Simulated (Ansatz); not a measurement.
## Convergence series on GaN (F-43m, 2 atoms in the cell)

```cif
data_GaN
_chemical_formula_sum 'Ga1 N1'
_space_group_name_H-M_alt 'P 1'
_space_group_IT_number 1
_cell_length_a 3.18693
_cell_length_b 3.18693
_cell_length_c 3.18693
_cell_angle_alpha 60.000
_cell_angle_beta 60.000
_cell_angle_gamma 60.000
loop_
_space_group_symop_operation_xyz
  'x, y, z'
loop_
_atom_site_label
_atom_site_type_symbol
_atom_site_fract_x
_atom_site_fract_y
_atom_site_fract_z
_atom_site_occupancy
Ga1 Ga 0.00000 0.00000 0.00000 1
N1 N 0.75000 0.75000 0.75000 1
```

Level of theory: PBE0 (plane waves, PAW; Ansatz, a quantum-chemistry and plane-wave program).

The starting cell comes from a database of computed structures (which also holds hypothetical and non-ambient phases and stackings), without a prior relaxation at this level. Ansatz's pressure includes its estimate of the finite-basis (Pulay) stress.

Held fixed: basis.ecutwfc = 30.9 Ry; hamiltonian.xc = pbe0; hamiltonian.pseudopotentials = {kind: paw}, with the files named one by one; scf.occupations.method = gaussian; scf.occupations.width = 0.0037 Ry.

ΔF is the free energy per atom less that of the last row (10 10 10).

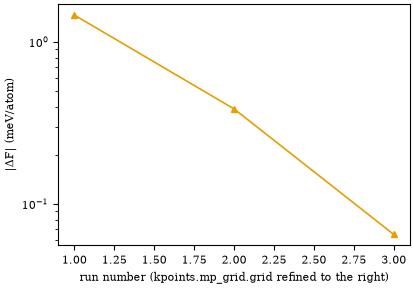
Figure. Size of the energy error against the last run of the series; values under 0.01 meV/atom are drawn at 0.01.

```csv
kpoints.mp_grid.grid,ΔF (meV/atom),pressure (GPa),gap on the mesh (eV),k-points
6 6 6,1.47,-1.40,3.654,16
7 7 7,0.39,-1.40,3.641,20
9 9 9,0.06,-1.38,3.629,35
10 10 10,0.00,-1.39,3.626,47
```

Pressure within 0.1 GPa of the last row: from kpoints.mp_grid.grid = 6 6 6 on, the coarsest one. The value it settles on is -1.39 GPa at this level of theory and with the other settings as held.

Gap on the mesh within 0.01 eV of the last row: from kpoints.mp_grid.grid = 9 9 9 on; the one before it is off by 0.014 eV. Only the last setting checks this, so the series should go further.

The gap is read on the k-point mesh of the run and can differ from the gap over the whole zone at this level.

Left out of this page: 1 run of the series stopped by limits of time or memory.

Keys are those of Ansatz 0.2.
